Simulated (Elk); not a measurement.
# Collinear magnetic orders of AlFe with Elk

Wanted: the moments of AlFe and the energy of each order that was tried.

Main program and level: Elk 11.2.3 (patched build); PBE; all-electron APW+lo, Dirac cores, scalar-relativistic bands.

## (1) The structure

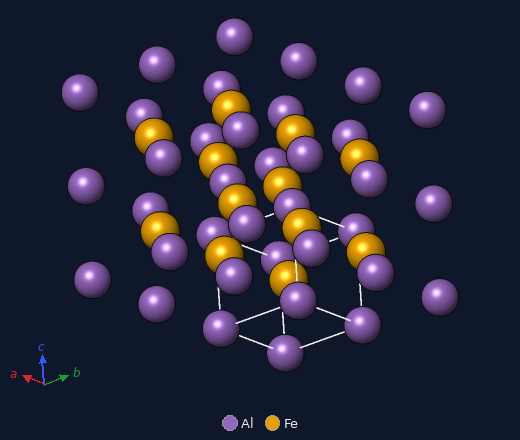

The cell as given, from a free direction (aluminium purple, iron orange). 3×2×2 cells are drawn. Some periodic images of atoms are drawn too.

## (2) Run 1 (ferro +)

Parallel moments need no larger cell; this start tests for a ferromagnetic state only.

The last three numbers of an atom's line are a seed field in its sphere. It points against the wanted moment and shrinks by the factor reducebf each loop.

elk.in

```
tasks
  0
  33
  73

xctype
  20

rgkmax
  7.0

nempty
  12

swidth
  0.002

reducebf
  0.5

epsengy
  1e-05

maxscl
  100

lmaxi
  2

spinpol
  .true.

sppath
  './'

avec
  5.49910302266 0.00000000000 0.00000000000
  0.00000000000 5.49910302266 0.00000000000
  0.00000000000 0.00000000000 5.49910302266

atoms
  2
  'Al.in'
  1
  0.0000000000 0.0000000000 0.0000000000   0.000000 0.000000 0.000000
  'Fe.in'
  1
  0.5000000000 0.5000000000 0.5000000000   0.000000 0.000000 -0.140000

ngridk
  8 8 8

plot3d
  0 0 0
  1 0 0
  0 1 0
  0 0 1
  15 15 15
```

Launch:

```
$ OMP_NUM_THREADS=2 elk
```

Numbers of over 12 decimals in the logs are rounded to 6 here.

The program printed:

```text
Warning(gndstate): core states of species 1 leak from the muffin-tin :   0.4823859511E-03

--- INFO.OUT ---
┌─────────────────────────┐
│ Elk code version 11.2.3 │
└─────────────────────────┘

All units are atomic (Hartree, Bohr, etc.)

┌─────────────────────────────────────────────────┐
│ Ground-state run starting from atomic densities │
└─────────────────────────────────────────────────┘

Lattice vectors :
   5.499103023       0.000000000       0.000000000
   0.000000000       5.499103023       0.000000000
   0.000000000       0.000000000       5.499103023

Reciprocal lattice vectors :
   1.142583669       0.000000000       0.000000000
   0.000000000       1.142583669       0.000000000
   0.000000000       0.000000000       1.142583669

Unit cell volume      :    166.2936126
Brillouin zone volume :    1.491640055

Muffin-tin inner radius fraction :   0.1000000000E-01

Nuclei treated as point charges

Species : 1 (Al)
 parameters loaded from : Al.in
 name : aluminium
 nuclear charge    :   -13.00000000
 electronic charge :    13.00000000
 atomic mass :    49184.33496
 muffin-tin radius :    2.200000000
 number of radial points in muffin-tin :    793
 inner part over the whole radius :   0.9821194981E-02
 number on inner part of muffin-tin    :    552
 approximate nuclear radius :   0.5839653600E-04
 number of mesh points to nuclear radius :    244
 atomic positions (lattice), magnetic fields (Cartesian) :
  1 :   0.00000000  0.00000000  0.00000000    0.00000000  0.00000000  0.00000000

Species : 2 (Fe)
 parameters loaded from : Fe.in
 name : iron
 nuclear charge    :   -26.00000000
 electronic charge :    26.00000000
 atomic mass :    101799.2075
 muffin-tin radius :    2.400000000
 number of radial points in muffin-tin :    993
 inner part over the whole radius :   0.9896234358E-02
 number on inner part of muffin-tin    :    700
 approximate nuclear radius :   0.7160107270E-04
 number of mesh points to nuclear radius :    332
 atomic positions (lattice), magnetic fields (Cartesian) :
  1 :   0.50000000  0.50000000  0.50000000    0.00000000  0.00000000 -0.14000000

Total number of atoms per unit cell :    2
Total muffin-tin volume :    102.5080739
 ratio of muffin-tin to unit cell volume :   0.6164282097

Spin treatment :
 spin-polarised
 global magnetic field (Cartesian) :    0.000000000       0.000000000       0.000000000
 collinear magnetisation in z-direction

Number of Bravais lattice symmetries :   48
Number of crystal symmetries         :   48
Crystal has inversion symmetry
Real symmetric eigensolver will be used

k-point grid :      8     8     8
k-point offset :    0.000000000       0.000000000       0.000000000
k-point set is reduced with full crystal symmetry group
Total number of k-points :       35

Muffin-tin radius times maximum |G+k| :    7.000000000
 using average radius
Maximum |G+k| for APW functions       :    3.043478261
Maximum (1/2)|G+k|²                   :    4.631379962
Maximum |G| for potential and density :    12.00000000
Constant for pseudocharge density :    7
 order of it for each species :   14  14
 order of it for pair densities of each species (exact exchange by exxq0 0: 14) :    8  11
Radial integration step length :    1

G-vector grid sizes :     24    24    24
Number of G-vectors :     4945

Maximum angular momentum used for
 APW functions            :    8
 outer part of muffin-tin :    6
 inner part of muffin-tin :    2

Total nuclear charge    :   -39.00000000
Total core charge       :    14.00000000
Total valence charge    :    25.00000000
Total excess charge     :    0.000000000
Total electronic charge :    39.00000000

Effective Wigner radius, rₛ :    1.005944724

Number of empty states         :     24
Total number of valence states :     74
Total number of core states    :     14

Third-order local-orbitals added for an l without core states : T
Total number of local-orbitals :     33

Exchange-correlation functional :     20     0     0
 Perdew-Burke-Ernzerhof, Phys. Rev. Lett. 77, 3865 (1996)
 gradient requirement :    1
 generalised gradient approximation (GGA)

Smearing type :    3
 Fermi-Dirac
Smearing width :   0.2000000000E-02
Effective electronic temperature (K) :    631.5500496

Mixing type :    3
 Broyden mixing, J. Phys. A: Math. Gen. 17, L317 (1984)

Kohn-Sham potential initialised from atomic data

┌──────────────────────────────┐
│ Self-consistent loop started │
└──────────────────────────────┘

┌─────────────────┐
│ Loop number : 1 │
└─────────────────┘

Energies :
 Fermi                       :     0.225897
 sum of occupied eigenvalues :     -867.90159267350
 electron kinetic            :      1533.6416489536
 core electron kinetic       :      1330.6633818810
 Coulomb                     :     -2974.7954022778
 Coulomb potential           :     -2300.3991802563
 nuclear-nuclear             :     -267.28223373280
 electron-nuclear            :     -3123.7570505635
 Hartree                     :      416.24388201851
 Madelung                    :     -1824.5958121496
 xc potential                :     -101.03840922524
 xc effective B-field        :    -0.81953773854663E-01
 external B-field            :      0.000000
 exchange                    :     -72.995718361091
 correlation                 :     -1.731229
 electron entropic           :    -0.10152148747730E-02
 total energy                :     -1515.8817154472
 (external B-field energy excluded from total)

Density of states at Fermi energy :    73.25300326
 (states/Hartree/unit cell)

Estimated indirect band gap :   0.5389294272E-03
 from k-point 23 to k-point 13
Estimated direct band gap   :   0.2748733696E-02
 at k-point 13

Charges :
 core                        :    14.00000000
 valence                     :    25.00000000
 interstitial                :    2.310055792
 muffin-tins (core leakage)
  species : 1 (Al)
   atom 1                    :    11.31760256     (  0.5127330541E-03)
  species : 2 (Fe)
   atom 1                    :    25.37234165     ( -0.2258119824E-06)
 total in muffin-tins        :    36.68994421
 total calculated charge     :    38.99956402
 total charge                :    39.00000000
 error                       :   0.4359782927E-03

Moments :
 interstitial                :  -0.5238788106E-01
 muffin-tins
  species : 1 (Al)
   atom 1                    :  -0.6246179107E-01
  species : 2 (Fe)
   atom 1                    :    2.055519644
 total in muffin-tins        :    1.993057853
 total moment                :    1.940669972

┌─────────────────┐
│ Loop number : 2 │
└─────────────────┘

Energies :
 Fermi                       :     0.227105
 sum of occupied eigenvalues :     -867.86177708950
 electron kinetic            :      1533.4618863585
 core electron kinetic       :      1330.9129219430
 Coulomb                     :     -2974.7538454340
 Coulomb potential           :     -2300.4450837143
 nuclear-nuclear             :     -267.28223373280
 electron-nuclear            :     -3123.6269205648
 Hartree                     :      416.15530886363
 Madelung                    :     -1824.5313035768
 xc potential                :     -100.79489963014
 xc effective B-field        :    -0.81895945602107E-01
 external B-field            :      0.000000
 exchange                    :     -72.990766632359
 correlation                 :     -1.731222
 electron entropic           :    -0.10147926447727E-02
 total energy                :     -1516.0149629083
 (external B-field energy excluded from total)

Density of states at Fermi energy :    73.19689426
 (states/Hartree/unit cell)

Estimated indirect band gap :   0.5852587209E-03
 from k-point 23 to k-point 13
Estimated direct band gap   :   0.2759964213E-02
 at k-point 13

Charges :
 core                        :    14.00000000
 valence                     :    25.00000000
 interstitial                :    2.312507499
 muffin-tins (core leakage)
  species : 1 (Al)
   atom 1                    :    11.31983213     (  0.5123536625E-03)
  species : 2 (Fe)
   atom 1                    :    25.36766037     ( -0.2258116929E-06)
 total in muffin-tins        :    36.68749250
 total calculated charge     :    38.99956423
 total charge                :    39.00000000
 error                       :   0.4357723279E-03

Moments :
 interstitial                :  -0.5238672733E-01
 muffin-tins
  species : 1 (Al)
   atom 1                    :  -0.6261340312E-01
  species : 2 (Fe)
   atom 1                    :    2.054905187
 total in muffin-tins        :    1.992291784
 total moment                :    1.939905057

RMS change in Kohn-Sham potential (target) :    4.010012025     (  0.1000000000E-05)
Absolute change in total energy (target)   :   0.1332474611     (  0.1000000000E-04)

[... loops 3 to 15 left out ...]

┌──────────────────┐
│ Loop number : 16 │
└──────────────────┘

Energies :
 Fermi                       :     0.312034
 sum of occupied eigenvalues :     -864.70376407906
 electron kinetic            :      1533.2955001651
 core electron kinetic       :      1330.6878252927
 Coulomb                     :     -2974.3170164973
 Coulomb potential           :     -2301.2681697260
 nuclear-nuclear             :     -267.28223373280
 electron-nuclear            :     -3121.9147974736
 Hartree                     :      414.88001470915
 Madelung                    :     -1823.6829316343
 xc potential                :     -96.718252625027
 xc effective B-field        :    -0.12841896421001E-01
 external B-field            :      0.000000
 exchange                    :     -72.889985486520
 correlation                 :     -1.734298
 electron entropic           :    -0.84866301238136E-03
 total energy                :     -1515.6466489307
 (external B-field energy excluded from total)

Density of states at Fermi energy :    63.58764209
 (states/Hartree/unit cell)

Estimated indirect band gap :   0.9656954338E-03
 from k-point 29 to k-point 6
Estimated direct band gap   :   0.1657184646E-02
 at k-point 29

Charges :
 core                        :    14.00000000
 valence                     :    25.00000000
 interstitial                :    2.339586812
 muffin-tins (core leakage)
  species : 1 (Al)
   atom 1                    :    11.37926347     (  0.4823859213E-03)
  species : 2 (Fe)
   atom 1                    :    25.28114971     ( -0.2258117409E-06)
 total in muffin-tins        :    36.66041319
 total calculated charge     :    38.99957953
 total charge                :    39.00000000
 error                       :   0.4204703439E-03

Moments :
 interstitial                :  -0.1705393199E-01
 muffin-tins
  species : 1 (Al)
   atom 1                    :  -0.3411821085E-01
  species : 2 (Fe)
   atom 1                    :   0.8033888993
 total in muffin-tins        :   0.7692706884
 total moment                :   0.7522167565

RMS change in Kohn-Sham potential (target) :   0.6998081104E-06 (  0.1000000000E-05)
Absolute change in total energy (target)   :   0.4100934575E-05 (  0.1000000000E-04)

Convergence targets achieved

┌──────────────────┐
│ Loop number : 17 │
└──────────────────┘

Energies :
 Fermi                       :     0.312034
 sum of occupied eigenvalues :     -864.70376392368
 electron kinetic            :      1533.2955068336
 core electron kinetic       :      1330.6878237457
 Coulomb                     :     -2974.3170239948
 Coulomb potential           :     -2301.2681640999
 nuclear-nuclear             :     -267.28223373280
 electron-nuclear            :     -3121.9148178661
 Hartree                     :      414.88002760413
 Madelung                    :     -1823.6829419448
 xc potential                :     -96.718263962197
 xc effective B-field        :    -0.12842570833300E-01
 external B-field            :      0.000000
 exchange                    :     -72.889986605365
 correlation                 :     -1.734298
 electron entropic           :    -0.84865432964116E-03
 total energy                :     -1515.6466508371
 (external B-field energy excluded from total)

Density of states at Fermi energy :    63.58701851
 (states/Hartree/unit cell)

Estimated indirect band gap :   0.9658838938E-03
 from k-point 29 to k-point 6
Estimated direct band gap   :   0.1657587677E-02
 at k-point 29

Charges :
 core                        :    14.00000000
 valence                     :    25.00000000
 interstitial                :    2.339586534
 muffin-tins (core leakage)
  species : 1 (Al)
   atom 1                    :    11.37926350     (  0.4823859511E-03)
  species : 2 (Fe)
   atom 1                    :    25.28114997     ( -0.2258120144E-06)
 total in muffin-tins        :    36.66041347
 total calculated charge     :    38.99957953
 total charge                :    39.00000000
 error                       :   0.4204701784E-03

Moments :
 interstitial                :  -0.1706480999E-01
 muffin-tins
  species : 1 (Al)
   atom 1                    :  -0.3412318953E-01
  species : 2 (Fe)
   atom 1                    :   0.8034062269
 total in muffin-tins        :   0.7692830374
 total moment                :   0.7522182274

┌──────────────────────────────┐
│ Self-consistent loop stopped │
└──────────────────────────────┘

Warning : core states of species 1 leak from the muffin-tin :   0.4823859511E-03

Wrote STATE.OUT
```

Elapsed: 80 s, on 2 threads of Intel Xeon Platinum 8175M at 2.50GHz (Skylake/Cascade Lake), shared host; peak memory 0.11 GiB; 2.5 min of CPU time.

Spin moment in the muffin-tin sphere by atom:

| atom | spin moment in the muffin-tin sphere (μB) |
| --- | --- |
| Al1 | -0.034 |
| Fe2 | 0.803 |

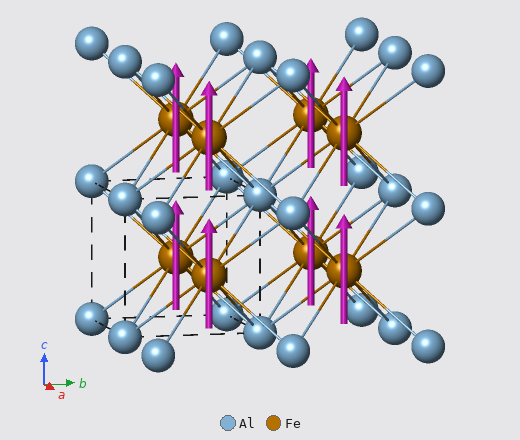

Spin moment in the muffin-tin sphere as arrows, the longest 0.803 μB. Up and down stand for the sign. Arrows give size and sign along the axis of quantisation, drawn up and down the page. 2×2×2 cells are drawn. Some periodic images of atoms are drawn too.

This step gave:

- density of states at the Fermi level: 2.337 states/eV/cell
- moment between the spheres: -0.01707 μB
- magnetization: 0.7522 μB
- final state: ferromagnetic

After 17 cycles the largest moment stands at 0.803 μB.

[end of part 1 of 2]

[Logs and program files are shortened in this print: banners, set-up blocks, solver, clock and traceback lines can be left out without a mark of their own.]

[Logs are printed without paths, hosts, clocks, repeated set-up lines and the standing remarks that a program may print on its own settings, such as how far it seeks lower states.]

[Hosts, paths, dates, database ids (printed as entryN), source tags and the programs' standing remarks are cut or masked in the printed files.]

[Where a cell is said to come from a database of computed structures, the database is the Materials Project.]
